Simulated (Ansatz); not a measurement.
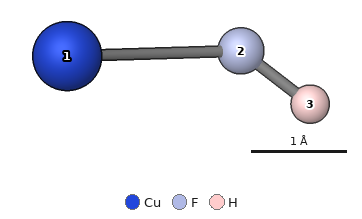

Figure 1. The structure (ball-and-stick view, seen at a tilt; atoms are numbered from 1 in the order of the input). Sticks mark near contacts. Bond lengths as drawn: Cu–F 2.04 Å and F–H 0.93 Å.

## CuHF (charge +1): single-point calculation

System: CuHF, charge +1.
Method: RKS PBE0-D4/def2-TZVPPD (Ansatz 0.2.0).

The geometry is a complex of two molecules. The geometry comes from this level: PBE0-D4/def2-TZVP.

Input
```yaml
crystal:
  periodic: [false, false, false]
  atoms:
    - {symbol: Cu, position_ang: [0.010897, 0.010526, -1.610532]}
    - {symbol: F, position_ang: [0.183602, 0.175190, 0.418796]}
    - {symbol: H, position_ang: [-0.194501, -0.185818, 1.191737]}
basis:
  gaussian: {orbitals: "def2-TZVPPD.json"}
total_charge: 1
hamiltonian: {xc: pbe0, dispersion: d4}
output: {orbitals: {seedname: orbitals}}
```

Hardware: 2 threads of AMD EPYC, 15 GiB of memory available, shared host.

Launched with:
```bash
ansatz run in.yaml --threads 2 --pin off --events-out ev --progress --plain --max-ram 5222MiB
```

Log
```
Functional definition: PBE0
  name "PBE0"
  cite "Adamo & Barone, J. Chem. Phys. 110, 6158 (1999) doi:10.1063/1.478522"
  cite "Perdew, Burke & Ernzerhof, Phys. Rev. Lett. 77, 3865 (1996) doi:10.1103/PhysRevLett.77.3865"
  parent pbe
  parameter a = 0.25
  parameter kappa = 0.804
  parameter beta = 0.06672455060314922
  exchange = (1 - a)*pbe_x(kappa = kappa, mu = beta*pi^2/3) + a*exact_x
  correlation = pbe_c(beta = beta)
842 factors; their error is unknown
mean field evaluation 1: about -47334.9288 eV, gradient 1.7e2 eV
mean field evaluation 2: about -46471.4765 eV, gradient 5.9e2 eV
mean field evaluation 4: about -47353.9190 eV, gradient 6.1e1 eV
mean field evaluation 8: about -47358.3042 eV, gradient 8.3e-2 eV
mean field evaluation 16: about -47358.4257 eV, gradient 1.1e-5 eV
mean field -47358.42567451 eV, -1740.3900428443 hartree, gradient 1.1e-5 eV, S^2 0.000000; 0 other end points of the search recorded, 0 dependent functions left out
reference -47358.42570643 eV, -1740.3900440176 hartree; 19, 19 occupied and 105, 105 virtual orbitals, 842 factors
Total energy: -47358.44043877 eV, -1740.3905854209 hartree
```

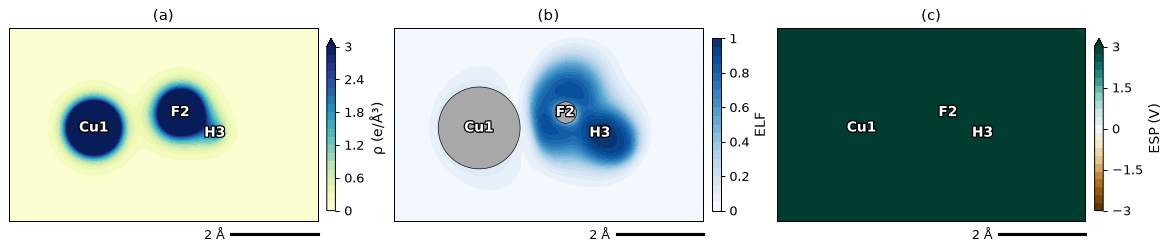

Figure 2. (a) total electron density; (b) electron localisation function; (c) molecular electrostatic potential on the molecular plane. Grey discs, where drawn, cover atomic cores. Atoms in the plane: Cu, F and H. Cu–F (2.04 Å): ρ at the midpoint is about 0.38 e/Å³; the ELF is about 0.10 at the midpoint. The potential has no marked negative region in this plane.

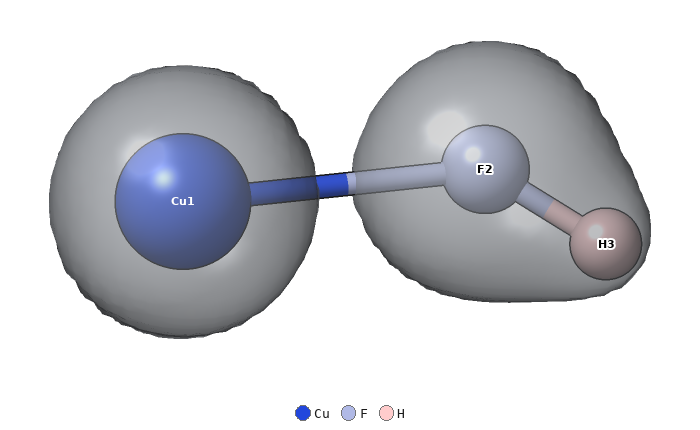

Figure 3. Isosurface of the total electron density at 0.5 e/Å³ (grey), seen at a tilt. At this value the surface falls into two separate pieces. It is pinched off along the Cu–F (2.04 Å) contacts. On the grid the lowest density along these lines, outside the cores, is 0.38 e/Å³ (Cu–F, 2.04 Å) and 2.4 e/Å³ (F–H, 0.93 Å).

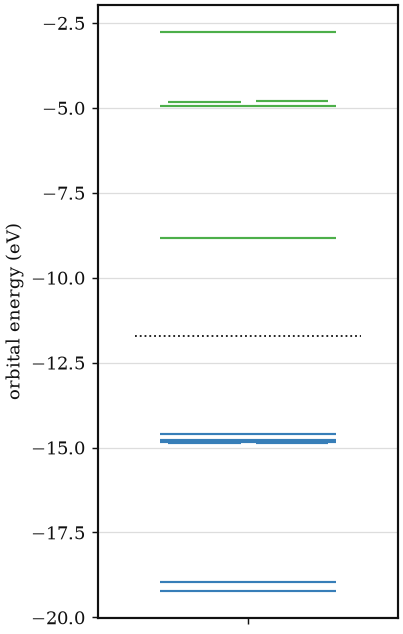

Figure 4. Orbital energies near the frontier; the dotted line parts filled from empty levels, and levels within 0.02 eV of each other stand side by side. Highest filled −14.60 eV, lowest empty −8.83 eV, 5.77 eV apart.

Results in brief

| quantity | value |
| --- | --- |
| outcome | converged |
| total energy | −47358.4404 eV |
| mean-field energy | −47358.4257 eV |
| dispersion energy | −0.0147 eV |
| SCF solution under orbital rotations | stable |
| HOMO | −14.60 eV |
| LUMO | −8.83 eV |
| peak memory | 0.21 GiB |
